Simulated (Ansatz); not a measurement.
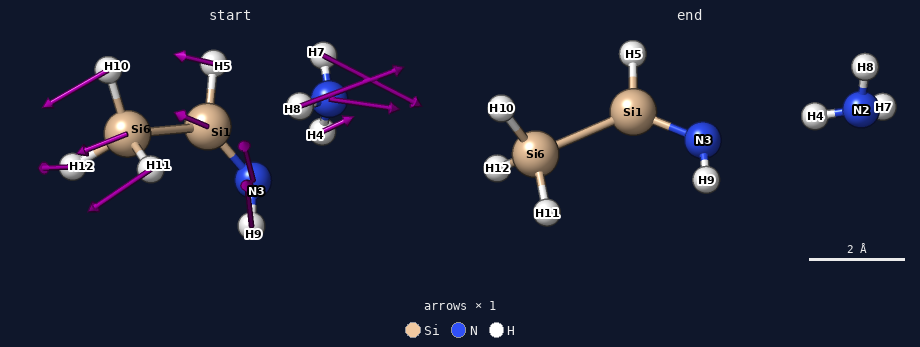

The structure of Si2N2H8 before (left) and after (right) a relaxation, at one scale. The purple arrows give the displacements, at their true length.

The picture is a ball-and-stick view, seen from a free direction.

The run prepares an end point of a later path (reaction) calculation, from a guessed geometry.

These are results of Ansatz, UHF/6-31G*, not measurements.

Input
```yaml
crystal:
  periodic: [false, false, false]
  atoms:
    - { symbol: Si, position_ang: [-0.632028, 0.097179, -0.869817] }
    - { symbol: "N", position_ang: [1.552507, 1.792604, 0.59532] }
    - { symbol: "N", position_ang: [0.50079, 0.136365, -1.972834] }
    - { symbol: H, position_ang: [1.554139, 1.423106, -0.344167] }
    - { symbol: H, position_ang: [-1.541779, 1.250022, -0.784685] }
    - { symbol: Si, position_ang: [-1.131017, -1.623539, 0.665015] }
    - { symbol: H, position_ang: [0.79007, 2.43049, 0.715913] }
    - { symbol: H, position_ang: [1.492507, 1.049131, 1.262596] }
    - { symbol: H, position_ang: [1.123666, -0.606131, -2.212599] }
    - { symbol: H, position_ang: [-2.027937, -1.106553, 1.716472] }
    - { symbol: H, position_ang: [0.116999, -2.11426, 1.27865] }
    - { symbol: H, position_ang: [-1.797717, -2.728414, -0.049664] }
magnetization:
  spin_polarized: true
basis:
  gaussian: { orbitals: "6-31G*" }
hamiltonian:
  xc: hf
relax:
  f_tol: 0.03
  max_steps: 50
```

Run as
```bash
ansatz run input.yaml --threads 2 --pin off --max-ram 3072MiB --backend cpu --events-out ev --progress --plain --runs-dir out
```

Question: Summarise the run.

Answer: The relaxation stopped without meeting its thresholds, so the last structure isn't shown to be converged. It used up its limit of 50 steps. Over 43 accepted moves (49 points after the start) the energy falls by 26.8 kJ/mol. The largest force component goes from 0.5 to 0.055 eV/Å. The line search rejected the trial steps at points 21, 29, 30, 39, 40, 46 of the run. The forces were under the threshold at step 41, but the run went on from there. H7 moves most after the best rigid fit: 2.55 Å. By element the largest moves are H 2.55 Å, N 1.71 Å, Si 1.24 Å. Near-neighbour distances that change, for instance: Si1–N3 1.582 → 1.630 Å, Si1–Si6 2.359 → 2.348 Å, N2–H4 1.010 → 1.005 Å. Among the angles between lasting bonds that change: Si1–N3–H9 126.6° → 119.4°, H5–Si1–Si6 113.8° → 117.7°, H4–N2–H7 110.3° → 107.0°. Groups turn about Si1–Si6 by about 45°. The run took 61 s on 2 threads of AMD EPYC 7B13 (Zen 3), with other jobs on the host, peak memory 0.24 GiB.

Limits of the set-up: the start holds two separate molecules, 2.3 Å apart at their closest, whose relative position is a soft coordinate and is computed without a dispersion correction; Hartree-Fock leaves out electron correlation.
